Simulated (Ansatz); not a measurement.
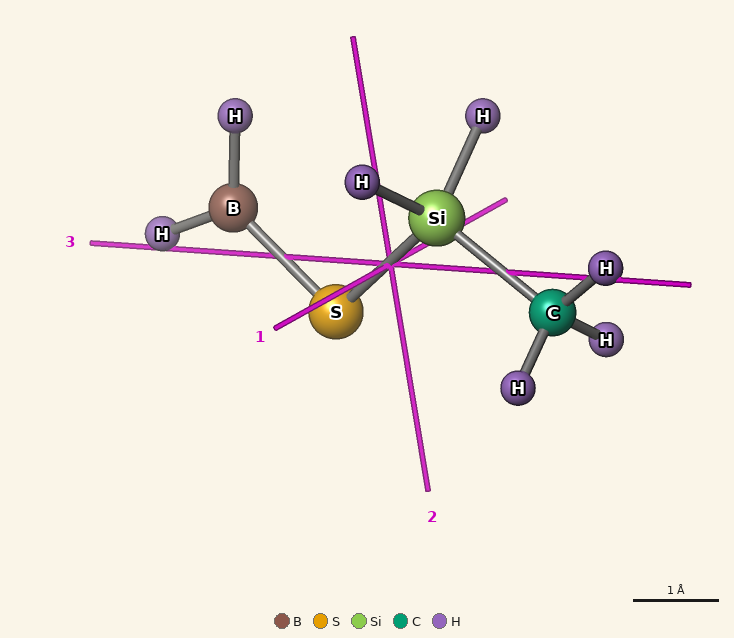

The three principal axes of inertia are drawn and numbered. Depth is shown by fading: the farther an atom, the more it takes the colour of the background. The computed structure is the end point of a PBE0-D4/def2-TZVP optimisation. Masses are those of the most abundant isotopes; constants are for the rigid equilibrium geometry.

### Which line is the a axis (least moment of inertia), which b and which c?

a is line 3, b is line 2, c is line 1; the moments are 45.3, 208, 244 u Å².

### What kind of rotor is it, and what are its rotational constants in GHz?

An asymmetric top (Cs): A = 11.2, B = 2.44, C = 2.07 GHz. Ray's parameter κ is −0.92, close to the prolate limit.
